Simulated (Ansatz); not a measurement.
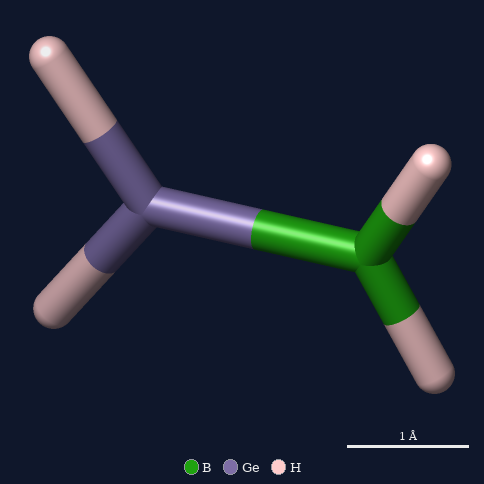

The picture shows a molecular structure as a stick model. Every bond is drawn as one stick, whatever its order.

State: neutral, doublet. The geometry was computed by an optimisation with PBE0-D4/def2-TZVP. No frequency run is at hand to confirm it as a minimum.

Give the formula.

BGeH4, 6 atoms: 1 boron, 1 germanium and 4 hydrogen.

How many sets of symmetry-equivalent atoms are there?

4: 1 B, 1 Ge, 2 H, 2 H.

Count the bonded pairs by element.

2 Ge–H, 2 B–H, 1 B–Ge. Sticks follow a distance rule.

Which point group does it belong to?

C2v.

The parts below concern this one geometry. Atoms keep their numbers from picture to picture.

### Electronic properties

No frequency run is at hand to confirm it as a minimum. Method: UKS PBE0-D4/def2-TZVPP (Ansatz 0.2.0).

Estimate the ⟨S²⟩ of the determinant.

0.754.

What is the HOMO energy (Kohn–Sham orbital)?

−6.33 eV.

### Dipole moment

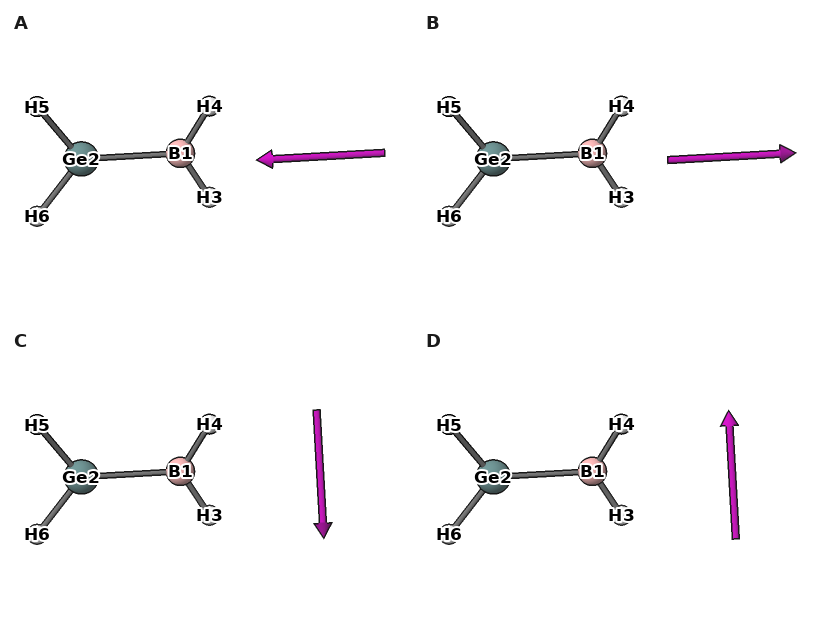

The same molecule four times, each with an arrow. No frequency run is at hand to confirm it as a minimum. Properties computed with UKS PBE0-D4/def2-TZVP (Ansatz 0.2.0).

Which arrow points along the dipole moment, from the negative to the positive end?

A. The dipole moment is 0.97 D; it points from the side of H3, H4 to the side of H5, H6 (the outermost atoms at the two ends).

### Charges

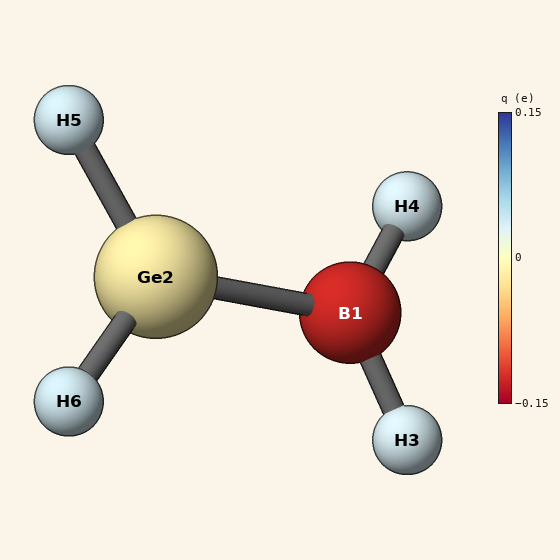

Atoms are coloured by their Mulliken charges. No frequency run is at hand to confirm it as a minimum. Method: UKS PBE0-D4/def2-TZVP (Ansatz 0.2.0).

List the Mulliken charges.

| atom | value (e) |
| --- | --- |
| B1 | −0.12 |
| Ge2 | −0.01 |
| H3 | 0.03 |
| H4 | 0.03 |
| H5 | 0.04 |
| H6 | 0.04 |

Mulliken values depend strongly on the basis set and can even reverse the polarity of a bond.
